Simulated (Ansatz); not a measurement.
The starting structures come from a database of crystals and need not be the phases stable at ambient conditions.

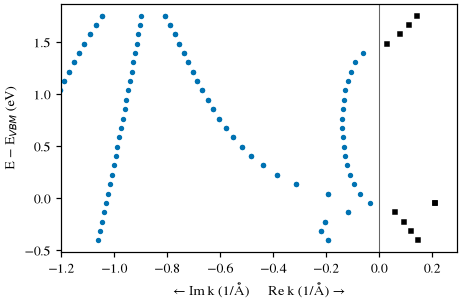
Figure. Complex bands at the centre of the two-dimensional zone; PBEsol in Ansatz (a first-principles code)

The gap is the functional's own, uncorrected, and κ follows it; spin-orbit coupling is left out. Mid-gap values are interpolated between the computed energies.

Task: This is NaLiCdS₂ (P3m1, not sure to be the ambient phase, 5 atoms a cell, 21.1 Å³ an atom, -2 GPa at this level) along the normal of (001). Read off the slowest decay at the centre of the two-dimensional zone at 0.77 eV, the computed energy nearest the middle of the gap.

Result: κ ≈ 0.14 1/Å, a decay length 1/(2κ) of the density of 3.6 Å.
